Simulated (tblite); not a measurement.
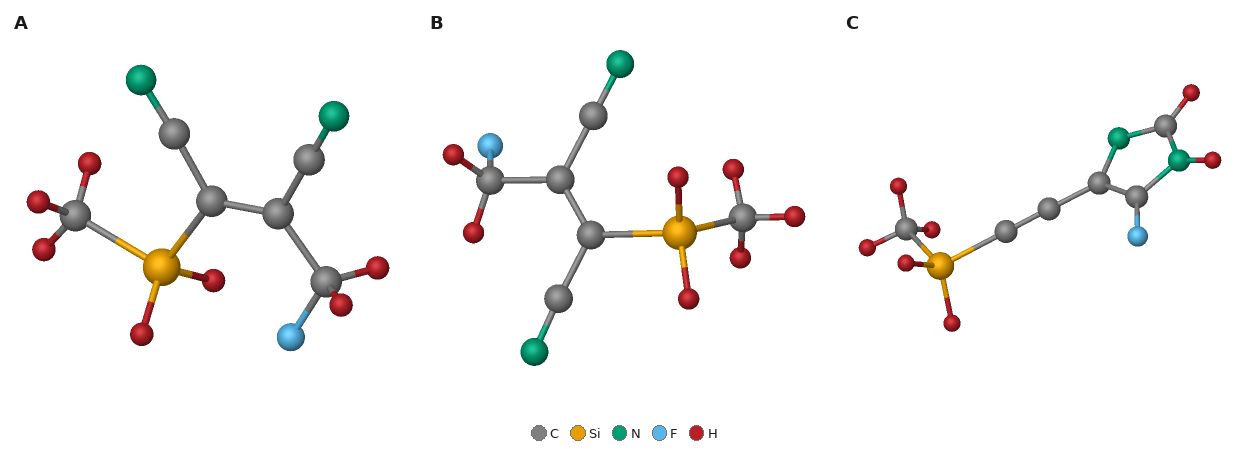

The picture comes from a calculation with tblite.

**Match each picture to its SMILES.**
(1) C[SiH2]/C(C#N)=C(\C#N)CF
(2) C[SiH2]/C(C#N)=C(/C#N)CF
(3) C[SiH2]C#Cc1nc[nH]c1F

A is (2), B is (1), C is (3).
